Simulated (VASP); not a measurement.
Consider the following.

```yaml
crystal:
  lattice:
    - [0.00000, 3.31631, 3.31631]
    - [3.31631, 0.00000, 3.31631]
    - [3.31631, 3.31631, 0.00000]
  atoms:
    - { symbol: Sr, position: [0.00000, 0.00000, 0.00000] }
    - { symbol: Te, position: [0.50000, 0.50000, 0.50000] }
```

Level of theory: PBE GGA with D4 dispersion, VASP's PBE PAW potentials (set 64) (plane waves; VASP). Settings: 520 eV cut-off, 8×8×8 Γ-centred mesh, tetrahedra with Blöchl corrections, potentials Sr_sv Te.

Unless said otherwise, spin-orbit coupling is left out, though it shifts the bands of the heavy elements here.

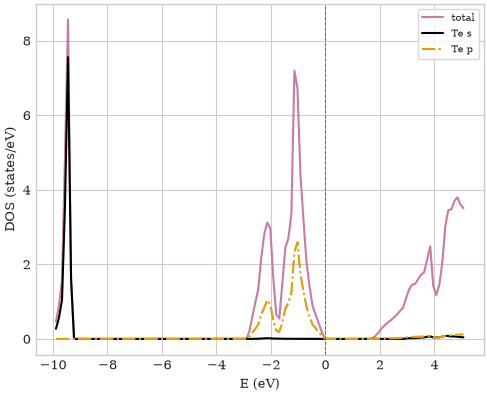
Figure: Total and projected density of states, zero at the valence-band maximum

Within 2 eV below the valence-band maximum the largest weight inside VASP's projection spheres is Te p.

The gap is indirect, 1.66 eV, from the valence maximum at Γ to the conduction minimum at X.

The compound is SrTe in the rock salt structure. It was relaxed first.
